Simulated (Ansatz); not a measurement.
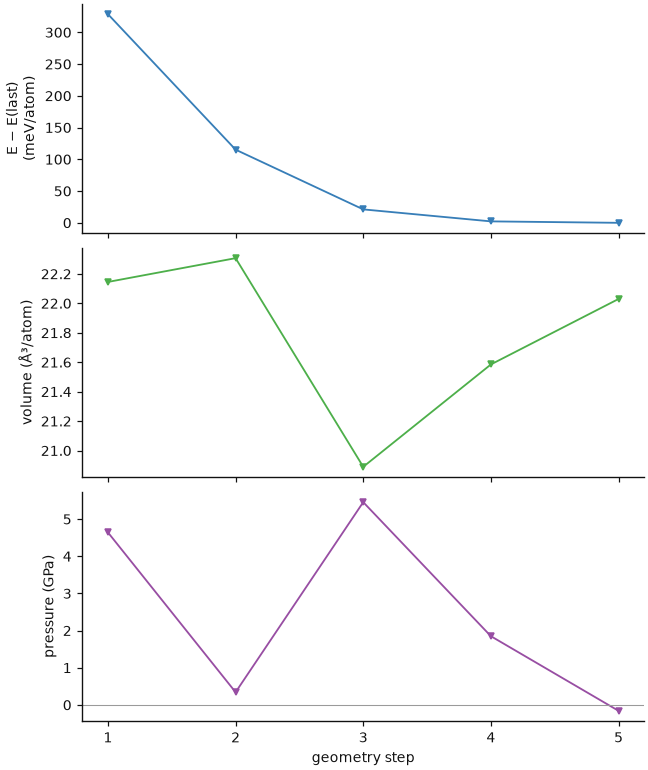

History of a geometry optimisation. Atoms and cell relax. A closing SCF on a freshly chosen basis isn't drawn.

- system: ZrNbP2 (P6/mmm, 4 atoms in the cell)
- method: DFT PBE, scalar-relativistic, plane waves, PAW in Ansatz; cutoff 420 eV, 6×6×4 k-mesh, Gaussian smearing of 0.1 eV

Question: How did it end, and what did it gain?

Answer: The optimisation met its thresholds at geometry 5, counting the start as the first. The energy fell by about 330 meV/atom from the first step to the last. All forces vanish by symmetry, so only the cell moves.

Question: What happens to the cell?

Answer: The volume shrinks from 22.1 to 22.0 Å³ per atom (−1 %), overshooting to 20.9 at step 3, as the pressure goes from 4.6 GPa to −0.16 GPa. The start was expanded.
